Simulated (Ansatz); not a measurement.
# quartet GeCNClF at 4 levels

Wanted: a comparison of 4 runs (UHF/3-21G, UB3LYP/cc-pVDZ, UBCCD(T)/cc-pVDZ, UCCSD/cc-pVDZ) of quartet GeCNClF. 

The calculation is run with Ansatz 0.2.0.

130 further runs of the same task are left out: 130 set aside as unsound or not needed.

### 1 The molecule

The species is GeCNClF (5 atoms), meant as a quartet with charge 0. SMILES of the parent species: `N#[C][Ge]([F])[Cl]`. The shape is that of a PBE0-D4/def2-TZVP optimisation. That shape belongs to the parent species and isn't relaxed for this state.

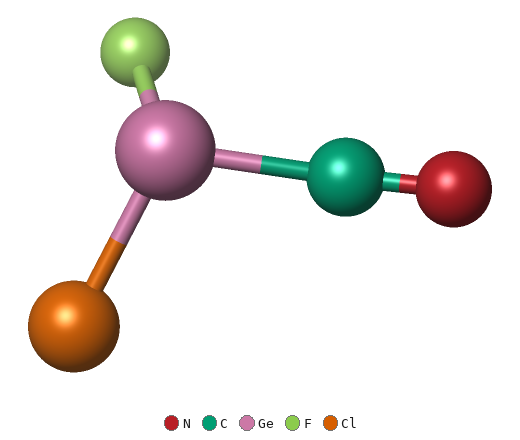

Viewed from a chosen angle; nitrogen red, carbon teal, germanium pink, fluorine green, chlorine orange.

### 2 The energy at UHF/3-21G (run 1)

Input file molecule.yaml:

```yaml
basis:
  gaussian: {orbitals: 3-21G-spherical.json}
crystal:
  periodic: [false, false, false]
  atoms:
    - {symbol: N, position_ang: [1.169800, -1.332900, 1.557000]}
    - {symbol: C, position_ang: [0.647700, -0.755000, 0.707300]}
    - {symbol: Ge, position_ang: [-0.063200, 0.127200, -0.853400]}
    - {symbol: F, position_ang: [-1.722100, -0.343000, -0.913400]}
    - {symbol: Cl, position_ang: [0.017500, 2.230100, -0.539000]}
magnetization: {spin_polarized: true, initial_magnetization: 3}
hamiltonian: {xc: hf}
accuracy: high
output: {orbitals: {seedname: orbitals}}
```

The basis set 3-21G is read from a file made from the Basis Set Exchange's data (not shown).

The run is started by

```sh
ansatz run molecule.yaml --threads 1 --pin off --max-ram 3480MiB --events-out events.jsonl --progress --plain --runs-dir runs
```

Output:

```text
Warning: RAYON_NUM_THREADS=1 ignored (pool sized by the plan → 1); use --threads N
Functional definition: HF
  name "HF"
  exchange = exact_x
  correlation = 0
1227 factors; integrals over basis functions are off by at most 7.1e-9 eV
mean field evaluation 1: about -73823.8022 eV, gradient 2.5e1 eV
mean field evaluation 2: about -73823.8293 eV, gradient 2.5e1 eV
mean field evaluation 4: about -73828.4583 eV, gradient 5.1e0 eV
mean field evaluation 8: about -73829.5741 eV, gradient 8.8e-1 eV
mean field evaluation 16: about -73830.3446 eV, gradient 3.8e-1 eV
mean field evaluation 32: about -73830.2836 eV, gradient 2.0e-1 eV
mean field evaluation 64: about -73830.3039 eV, gradient 1.6e-1 eV
mean field evaluation 96: about -73829.5480 eV, gradient 3.4e-1 eV
mean field evaluation 128: about -73829.2819 eV, gradient 6.9e-2 eV
mean field evaluation 160: about -73824.9784 eV, gradient 1.3e1 eV
mean field evaluation 192: about -73828.0003 eV, gradient 1.7e1 eV
mean field evaluation 224: about -73829.8988 eV, gradient 1.0e0 eV
mean field evaluation 256: about -73829.7278 eV, gradient 2.8e0 eV
mean field evaluation 288: about -73829.0497 eV, gradient 3.5e0 eV
mean field evaluation 320: about -73814.7628 eV, gradient 1.6e1 eV
mean field evaluation 352: about -73819.7967 eV, gradient 1.0e1 eV
mean field -73830.35653903 eV, -2713.2155587962 hartree, gradient 5.0e-8 eV, S^2 3.769841; 6 other end points of the search recorded, 0 dependent functions left out
reference -73830.35653903 eV, -2713.2155587962 hartree; 37, 34 occupied and 25, 28 virtual orbitals, 1227 factors
Total energy: -73830.35653903 eV, -2713.2155587962 hartree
```

It took 9 s on 1 thread of Intel Xeon 6975P-C (Granite Rapids), shared host; peak memory 0.24 GiB.

### 3 A single-point energy at UB3LYP/cc-pVDZ (run 2)

Input file input.yaml:

```yaml
crystal:
  periodic: [false, false, false]
  atoms:
    - {symbol: "N", position_ang: [1.169800, -1.332900, 1.557000]}
    - {symbol: C, position_ang: [0.647700, -0.755000, 0.707300]}
    - {symbol: Ge, position_ang: [-0.063200, 0.127200, -0.853400]}
    - {symbol: F, position_ang: [-1.722100, -0.343000, -0.913400]}
    - {symbol: Cl, position_ang: [0.017500, 2.230100, -0.539000]}
basis:
  gaussian:
    orbitals: cc-pVDZ
magnetization:
  spin_polarized: true
  initial_magnetization: 3
output:
  orbitals: {seedname: orbitals}
hamiltonian:
  xc: {name: B3LYP}
accuracy: high
```

The run is started by

```sh
ansatz run input.yaml --threads 1 --pin off --max-ram 3480MiB --events-out events.jsonl --progress --plain --runs-dir runs
```

Output:

```text
Warning: RAYON_NUM_THREADS=1 ignored (pool sized by the plan → 1); use --threads N
Functional definition: B3LYP
  name "B3LYP"
  parameter a0 = 0.2
  parameter ax = 0.72
  parameter ac = 0.81
  exchange = (1 - a0 - ax)*slater_x + ax*b88_x + a0*exact_x
  correlation = (1 - ac)*vwn_rpa_c + ac*lyp_c
1863 factors; integrals over basis functions are off by at most 4.4e-9 eV
mean field evaluation 1: about -74263.1534 eV, gradient 5.0e1 eV
mean field evaluation 2: about -74054.6854 eV, gradient 1.5e2 eV
mean field evaluation 4: about -74270.2561 eV, gradient 4.1e1 eV
mean field evaluation 8: about -74279.7725 eV, gradient 9.4e-1 eV
mean field evaluation 16: about -74279.9157 eV, gradient 5.0e-2 eV
mean field evaluation 32: about -74279.9192 eV, gradient 2.7e-8 eV
mean field -74279.91917391 eV, -2729.7366809038 hartree, gradient 3.2e-8 eV, S^2 3.756103; 6 other end points of the search recorded, 0 dependent functions left out
reference -74279.91920902 eV, -2729.7366821939 hartree; 37, 34 occupied and 50, 53 virtual orbitals, 1863 factors
Total energy: -74279.91920902 eV, -2729.7366821939 hartree
```

Wall time 19 s (1 thread of Intel Xeon 6975P-C (Granite Rapids), shared host); peak memory 0.55 GiB.

Run 3 isn't shown in full; the table further down has it.

### 4 A single-point energy at UCCSD/cc-pVDZ (run 4)

Input file molecule.yaml:

```yaml
basis:
  gaussian: {orbitals: cc-pVDZ}
crystal:
  periodic: [false, false, false]
  atoms:
    - {symbol: "N", position_ang: [1.169800, -1.332900, 1.557000]}
    - {symbol: C, position_ang: [0.647700, -0.755000, 0.707300]}
    - {symbol: Ge, position_ang: [-0.063200, 0.127200, -0.853400]}
    - {symbol: F, position_ang: [-1.722100, -0.343000, -0.913400]}
    - {symbol: Cl, position_ang: [0.017500, 2.230100, -0.539000]}
scf: {omitted_lower_state_checks: [cluster_reference, increment]}
magnetization: {spin_polarized: true, initial_magnetization: 3}
accuracy: high
correlation: {method: ccsd, frozen_orbitals: {C: 1, Cl: 5, F: 1, Ge: 9, "N": 1}}
```

The run is started by

```sh
ansatz run molecule.yaml --threads 1 --pin off --max-ram 3480MiB --events-out events.jsonl --progress --plain --runs-dir runs
```

Output:

```text
Warning: RAYON_NUM_THREADS=1 ignored (pool sized by the plan → 1); use --threads N
[... 17 lines left out ...]
17 core orbitals not correlated: weight in the atoms' cores, before any rotation towards them, 1.000 or more for the frozen orbitals, at most 0.000 for the correlated occupied ones
[... 59 lines left out ...]
Total energy: -74208.69873648 eV, -2727.1193781030 hartree
Checks for a lower state left out: cluster_reference, increment
```

Wall time 83 s (1 thread of Intel Xeon 6975P-C (Granite Rapids), shared host); peak memory 0.87 GiB.

### 5 The series

| run | level | frozen core orbitals | energy (Eh) | ⟨S²⟩ | wall time |
| --- | --- | --- | --- | --- | --- |
| 1 | UHF/3-21G | – | -2713.215559 | 3.770 | 9 s |
| 2 | UB3LYP/cc-pVDZ | – | -2729.736682 | 3.756 | 19 s |
| 3 | UBCCD(T)/cc-pVDZ | 17 | -2727.139442 | 3.773 | 2.4 min |
| 4 | UCCSD/cc-pVDZ | 17 | -2727.119378 | 3.773 | 83 s |

### 6 Summary of results

```
                                           quantity           value
                                run 4: total energy  -2727.11938 Eh
run 4: correlation energy (17 core orbitals frozen)      -655.2 mEh
           run 4: ⟨S²⟩ of the reference determinant           3.773
                               run 4: T1 diagnostic           0.016
```

All runs together took 4.2 min, the longest 2.4 min.
